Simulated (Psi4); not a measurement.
**CH3NSi (Si(CN)H3) at B3LYP/def2-TZVP**

What is the vertical ionisation energy of CH3NSi (Si(CN)H3) at B3LYP/def2-TZVP? 

Program for the calculation: Psi4 1.11.

3 further runs of the same task are left out: 1 that didn't finish, 2 set aside as unsound or not needed.

## 1. The system as given

CH3NSi: 6 atoms, total charge 0, spin state singlet. As SMILES, `[H][Si]([H])([H])C#N`. Geometry: relaxed at GFN2-xTB.

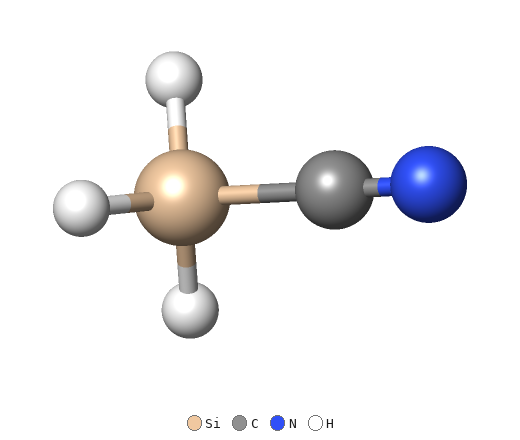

The structure, seen from a chosen angle (silicon light orange, carbon grey, nitrogen blue, hydrogen white).

## 2. Energy and forces at B3LYP/def2-TZVP

File job.in:

```
memory 1.6 GB

molecule geom {
  Si    -0.005910     0.005310    -0.607820
  C      0.007280    -0.009780     1.257730
  N      0.023780    -0.021100     2.402800
  H      1.395010     0.016460    -1.024950
  H     -0.715770     1.218710    -1.003950
  H     -0.704390    -1.209600    -1.023800
  symmetry c1
}

set {
  basis def2-TZVP
  reference rks
  puream true
  e_convergence 1e-09
  d_convergence 1e-08
  scf_type pk
  dft_radial_points 99
  dft_spherical_points 590
}

gradient('b3lyp')
print_variables()
```

Started as:

```
$ psi4 job.in job.out -n 1
```

job.out:

```text
[...]
  Running in c1 symmetry.
[...]
  Nuclear repulsion =   82.887837989854177
[...]
  Multiplicity = 1
[...]
  Nalpha       = 15
  Nbeta        = 15
[...]
    Number of basis functions: 117
[...]
   @RKS iter   1:  -384.02848516385603   -5.19794e-01   5.46997e-03 DIIS/ADIIS
[...]
   @RKS iter  10:  -384.20554684128905   -1.35856e-11   8.12855e-09 DIIS
[...]
    Orbital Energies [Eh]
    ---------------------
    Doubly Occupied:
       1A    -66.153311     2A    -14.328609     3A    -10.200613
       4A     -5.316796     5A     -3.675966     6A     -3.673659
       7A     -3.673654     8A     -0.917875     9A     -0.617637
      10A     -0.465385    11A     -0.403261    12A     -0.403189
      13A     -0.370674    14A     -0.352925    15A     -0.352889
[...]
  @RKS Final Energy:  -384.20554684128905
   => Energetics <=
    Nuclear Repulsion Energy =             82.8878379898541766
    One-Electron Energy =                -692.5481087751356881
    Two-Electron Energy =                 253.1717650131295443
    DFT Exchange-Correlation Energy =     -27.7170410691371920
    Empirical Dispersion Energy =           0.0000000000000000
    VV10 Nonlocal Energy =                  0.0000000000000000
    Total Energy =                       -384.2055468412891059
[...]
 Multipole Moments:
 ------------------------------------------------------------------------------------
     Multipole            Electronic (a.u.)      Nuclear  (a.u.)        Total (a.u.)
 ------------------------------------------------------------------------------------
 L = 1.  Multiply by 2.5417464519 to convert [e a0] to [Debye]
 Dipole X            :          0.0200129           -0.0351824           -0.0151695
 Dipole Y            :         -0.0230968            0.0359941            0.0128973
 Dipole Z            :          2.8527136           -4.3054485           -1.4527349
 Magnitude           :                                                    1.4528713
[...]
  -Total Gradient:
     Atom            X                  Y                   Z
    ------   -----------------  -----------------  -----------------
       1       -0.000190307071     0.000418384191    -0.012388042450
       2        0.000070236012    -0.000117059211     0.020335124736
       3       -0.000091559653     0.000126819650    -0.016974603281
       4       -0.003863115271    -0.000006567765     0.003044074848
       5        0.002192050215    -0.003791067255     0.003031073011
       6        0.001882855865     0.003369566925     0.002952445929
[...]
```

It took 20 s on 1 thread of Intel Xeon 6975P-C (Granite Rapids), shared host; peak memory 0.7 GiB.

## 3. The doublet cation

File ch3nsi.json:

```json
{
 "schema_name": "qcschema_input",
 "schema_version": 1,
 "molecule": {
  "schema_name": "qcschema_molecule",
  "schema_version": 2,
  "symbols": ["Si", "C", "N", "H", "H", "H"],
  "geometry": [-0.01116828, 0.01003445, -1.14861333, 0.01375721, -0.01848152, 2.37676524, 0.04493769, -0.03987322, 4.54063393, 2.63618684, 0.03110489, -1.93687479, -1.35260927, 2.30302813, -1.89719054, -1.33110418, -2.28581272, -1.93470161],
  "molecular_charge": 1,
  "molecular_multiplicity": 2,
  "fix_symmetry": "c1"
 },
 "driver": "gradient",
 "model": {
  "method": "b3lyp",
  "basis": "def2-TZVP"
 },
 "keywords": {
  "reference": "uks",
  "puream": true,
  "e_convergence": 1e-09,
  "d_convergence": 1e-08,
  "scf_type": "pk",
  "dft_radial_points": 99,
  "dft_spherical_points": 590,
  "maxiter": 200
 }
}
```

Started as:

```
$ psi4 --qcschema ch3nsi.json -n 1 --memory 1600MB
```

stdout (excerpt; [...] marks lines left out):

```text
[...]
                   'protocols': {'error_correction': {'default_policy': True, 'policies': None},
                                 'native_files': 'none',
[...]
  Running in c1 symmetry.
[...]
  Nuclear repulsion =   82.887838079692969
[...]
  Multiplicity = 2
[...]
  Nalpha       = 15
  Nbeta        = 14
[...]
    Number of basis functions: 117
[...]
   @UKS iter   1:  -383.54047203431219   -3.17813e-02   5.37125e-03 ADIIS/DIIS
[...]
   @UKS iter  30:  -383.75617583025814   -8.72546e-11   4.96136e-09 DIIS
[...]
   @S^2 Observed:                7.593091124E-01
[...]
  @UKS Final Energy:  -383.75617583025814
   => Energetics <=
    Nuclear Repulsion Energy =             82.8878380796929690
    One-Electron Energy =                -684.5095569121186827
    Two-Electron Energy =                 245.3141307318717850
    DFT Exchange-Correlation Energy =     -27.4485877297042116
    Empirical Dispersion Energy =           0.0000000000000000
    VV10 Nonlocal Energy =                  0.0000000000000000
    Total Energy =                       -383.7561758302581438
[...]
 Multipole Moments:
 ------------------------------------------------------------------------------------
     Multipole            Electronic (a.u.)      Nuclear  (a.u.)        Total (a.u.)
 ------------------------------------------------------------------------------------
 L = 1.  Multiply by 2.5417464519 to convert [e a0] to [Debye]
 Dipole X            :         -0.0536435           -0.0351824           -0.0888259
 Dipole Y            :         -0.1688062            0.0359941           -0.1328122
 Dipole Z            :          2.9669604           -4.3054485           -1.3384881
 Magnitude           :                                                    1.3479909
[...]
  -Total Gradient:
     Atom            X                  Y                   Z
    ------   -----------------  -----------------  -----------------
       1       -0.013671256194    -0.025295625968    -0.007550022875
       2        0.001957300776     0.000718641642     0.101380086925
       3       -0.000904988901     0.001503642528    -0.098161034155
       4       -0.008812692300     0.007575953023     0.000239586569
       5        0.010718266627    -0.003768161355     0.000037713606
       6        0.010713506627     0.019265613473     0.004053732512
[...]
```

The result, in JSON:

```text
{
 "driver": "gradient",
 "model": {
  "method": "b3lyp",
  "basis": "def2-TZVP"
 },
 "success": true,
 "return_result": [-0.013671256193804394, -0.025295625967808037, -0.007550022875189884, 0.0019573007761987333, 0.0007186416424121832, 0.10138008692488032, -0.0009049889010019942, 0.0015036425277266154, -0.09816103415522015, -0.008812692300155467, 0.007575953022858663, 0.00023958656863400096, 0.010718266627351473, -0.0037681613545069575, 3.7713606200882877e-05, 0.010713506626915448, 0.01926561347349995, 0.004053732511780837],
 "properties": {
  "calcinfo_nbasis": 117,
  "calcinfo_nmo": 117,
  "calcinfo_nalpha": 15,
  "calcinfo_nbeta": 14,
  "calcinfo_natom": 6,
  "nuclear_repulsion_energy": 82.88783807969297,
  "return_energy": -383.75617583025814,
  "return_gradient": [-0.013671256193804394, -0.025295625967808037, -0.007550022875189884, 0.0019573007761987333, 0.0007186416424121832, 0.10138008692488032, -0.0009049889010019942, 0.0015036425277266154, -0.09816103415522015, -0.008812692300155467, 0.007575953022858663, 0.00023958656863400096, 0.010718266627351473, -0.0037681613545069575, 3.7713606200882877e-05, 0.010713506626915448, 0.01926561347349995, 0.004053732511780837],
  "scf_one_electron_energy": -684.5095569121187,
  "scf_two_electron_energy": 245.31413073187178,
  "scf_xc_energy": -27.44858772970421,
  "scf_dipole_moment": [-0.0888258595084376, -0.13281217770531176, -1.3384880967414263],
  "scf_total_energy": -383.75617583025814,
  "scf_total_gradient": [-0.013671256193804394, -0.025295625967808037, -0.007550022875189884, 0.0019573007761987333, 0.0007186416424121832, 0.10138008692488032, -0.0009049889010019942, 0.0015036425277266154, -0.09816103415522015, -0.008812692300155467, 0.007575953022858663, 0.00023958656863400096, 0.010718266627351473, -0.0037681613545069575, 3.7713606200882877e-05, 0.010713506626915448, 0.01926561347349995, 0.004053732511780837],
  "scf_iterations": 30
 }
}
```

Run time: 59 s. Hardware: 1 thread of Intel Xeon 6975P-C (Granite Rapids), shared host; peak memory 0.7 GiB.

## 4. Results

At B3LYP/def2-TZVP:

```
                                          quantity          value
                      singlet CH3NSi: total energy  -384.20555 Eh
                     singlet CH3NSi: dipole moment         3.69 D
                       singlet CH3NSi: HOMO energy       -9.60 eV
                       singlet CH3NSi: LUMO energy       -0.69 eV
                     singlet CH3NSi: HOMO–LUMO gap        8.91 eV
          singlet CH3NSi: largest force on an atom     1.046 eV/Å
                      doublet cation: total energy  -383.75618 Eh
doublet cation: HOMO energy (highest over α and β)      -16.30 eV
 doublet cation: LUMO energy (lowest over α and β)      -14.82 eV
                              doublet cation: ⟨S²⟩          0.759
          doublet cation: largest force on an atom     5.214 eV/Å
vertical ionisation energy (to the doublet cation)      12.228 eV
```

Removing an electron at fixed nuclei costs 12.23 eV (282 kcal/mol). The largest force (singlet CH3NSi) is 1.05 eV/Å: the shape isn't a stationary point for this species at this level. The negative HOMO energy of the first species, 9.60 eV, lies 2.63 eV below that difference.
